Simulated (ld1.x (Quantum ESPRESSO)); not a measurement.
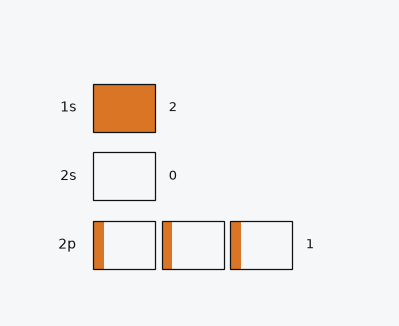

Fig. 1: The valence shells of the reference configuration: a box for each of the 2l + 1 orbitals, shaded by the share of the shell that is filled, with the electron count at the right. The shells are those of the unaltered input.

Li: pseudopotential generation

- system: lithium (Li, Z = 3), core none, reference valence 1s2 2s0 2p1, valence charge 3. (This line and the method describe the unaltered input from which the odd one was made.)
- method: TM potential, PBE, non-relativistic, made with ld1.x (Quantum ESPRESSO) 7.5

## Input
```
 &input
   title='Li', zed=3., rel=0, dft='PBE', iswitch=3, tr2=1e-20,
   config='[He] 2s0 2p1',
   nld=2, rlderiv=4.55, eminld=-6.0, emaxld=5.0, deld=0.02
 /
 &inputp
   pseudotype=2, tm=.true., lloc=0,
   nlcc=.false.,
   file_pseudopw='Li.UPF', file_wfcaegen='ae.wfc', file_wfcncgen='nc.wfc', file_beta='beta', file_chi='chi'
 /
2
2P  2  1   1.00   0.00  4.20  4.20  0.0
1S  1  0   2.00   0.00  0.70  0.70  0.0
 &test
   configts(1)='1s2 2s0 2p1'
 /
```

Launched with:
```bash
ld1.x < Li.in > Li.out
```

## Log
```
     Program LD1 v.7.5
     Message from routine scf:
     warning: convergence not achieved
     --------------------------- All-electron run ----------------------------

     Li

     atomic number is  3.00
     dft =PBE   lsd =0 sic =0 latt =0  beta=0.20 tr2=1.0E-20
     Exchange-correlation= PBE
                           (   1   4   3   4   0   0   0)
     mesh =1017 r(mesh) =  99.62247 a.u. xmin = -7.00 dx = 0.01250
     1 Ry =  13.60569312 eV

     n l     nl                  e(Ry)          e(Ha)          e(eV)
     1 0     1S 1( 2.00)        -3.9215        -1.9607       -53.3545
     2 0     2S 1( 0.00)        -0.2460        -0.1230        -3.3465
     2 1     2P 1( 1.00)        -0.1149        -0.0575        -1.5636

     final scf error:  1.9E-15 reached in 201 iterations

     Etot =     -14.771576 Ry,      -7.385788 Ha,    -200.977526 eV

     Ekin =      14.675597 Ry,       7.337799 Ha,     199.671671 eV
     Encl =     -33.725783 Ry,     -16.862891 Ha,    -458.862652 eV
     Eh   =       7.789880 Ry,       3.894940 Ha,     105.986719 eV
     Exc  =      -3.511270 Ry,      -1.755635 Ha,     -47.773263 eV

     normalization and overlap integrals

     s(1S/1S) =  1.000000  <r> =   0.5807  <r2> =    0.4634  r(max) =   0.3593
     s(2S/2S) =  1.000000  <r> =   3.8880  <r2> =   18.0180  r(max) =   3.1233
     s(2P/2P) =  1.000000  <r> =   4.8805  <r2> =   29.2470  r(max) =   3.8628

     ------------------------ End of All-electron run ------------------------

     --------------------- Generating NC pseudopotential ---------------------

      Generating local pot.: lloc=0, matching radius rcloc =   0.7000

      Wfc   2P  rcut= 4.164  Using Troullier-Martins method

     ------------------- End of pseudopotential generation -------------------

     Message from routine scf:
     warning: convergence not achieved
     --------------------------- All-electron run ----------------------------

     Li

     atomic number is  3.00
     dft =PBE   lsd =0 sic =0 latt =0  beta=0.20 tr2=1.0E-20
     Exchange-correlation= PBE
                           (   1   4   3   4   0   0   0)
     mesh =1017 r(mesh) =  99.62247 a.u. xmin = -7.00 dx = 0.01250
     1 Ry =  13.60569312 eV

     n l     nl                  e(Ry)          e(Ha)          e(eV)
     1 0     1S 1( 2.00)        -3.9215        -1.9607       -53.3545
     2 0     2S 1( 0.00)        -0.2460        -0.1230        -3.3465
     2 1     2P 1( 1.00)        -0.1149        -0.0575        -1.5636

     final scf error:  1.9E-15 reached in 201 iterations

     Etot =     -14.771576 Ry,      -7.385788 Ha,    -200.977526 eV

     Ekin =      14.675597 Ry,       7.337799 Ha,     199.671671 eV
     Encl =     -33.725783 Ry,     -16.862891 Ha,    -458.862652 eV
     Eh   =       7.789880 Ry,       3.894940 Ha,     105.986719 eV
     Exc  =      -3.511270 Ry,      -1.755635 Ha,     -47.773263 eV

     normalization and overlap integrals

     s(1S/1S) =  1.000000  <r> =   0.5807  <r2> =    0.4634  r(max) =   0.3593
     s(2S/2S) =  1.000000  <r> =   3.8880  <r2> =   18.0180  r(max) =   3.1233
     s(2P/2P) =  1.000000  <r> =   4.8805  <r2> =   29.2470  r(max) =   3.8628

     ------------------------ End of All-electron run ------------------------

     Computing logarithmic derivative in   4.57294
     Computing logarithmic derivative in   4.57294
     Computing the partial wave expansion
       no projector for channel:   0
     R is outside the sphere for l=    1 j= 0.00

     ---------------------- Testing the pseudopotential ----------------------

     Li

     atomic number is  3.00   valence charge is  3.00
     dft =PBE   lsd =0 sic =0 latt =0  beta=0.20 tr2=1.0E-20
     mesh =1017 r(mesh) =  99.62247 xmin = -7.00 dx = 0.01250

     n l     nl             e AE (Ry)        e PS (Ry)    De AE-PS (Ry)
     1 0     1S   1( 2.00)       -3.92148       -3.92148       -0.00000
     2 0     2S   1( 0.00)       -0.24597       -0.24497       -0.00100
     2 1     2P   1( 1.00)       -0.11492       -0.11492       -0.00000

     eps = 3.0E-21  iter = 31

     Etot =     -14.771576 Ry,      -7.385788 Ha,    -200.977526 eV
     Etotps =   -14.666348 Ry,      -7.333174 Ha,    -199.545835 eV

     Ekin =      13.269678 Ry,       6.634839 Ha,     180.543168 eV
     Encl =     -32.161312 Ry,     -16.080656 Ha,    -437.576940 eV
     Ehrt =       7.671264 Ry,       3.835632 Ha,     104.372863 eV
     Ecxc =      -3.440168 Ry,      -1.720084 Ha,     -46.805869 eV
     Epseu=      -0.005811 Ry,      -0.002905 Ha,      -0.079058 eV

     ---------------------- End of pseudopotential test ----------------------
```

## Outcome

- outcome: generated
- hardware: 1 CPU thread, shared host
- wall time: 1.1 s

## What is odd here

The input is odd on purpose: threshold tr2=1e-20. The program ran to the end. The all-electron atom is untouched: its total energy equals that from the unaltered input (−14.7716 Ry). The pseudo-atom's energy and levels in the reference configuration are also those from the unaltered input, so the oddity leaves no trace there. The pseudo-atom meets the occupied all-electron levels that the test lists within 0.00001 Ry. No test for ghost states or cutoffs was run on this potential, so its soundness isn't shown. Warnings of the program, in the generation or the tests: warning: convergence not achieved.
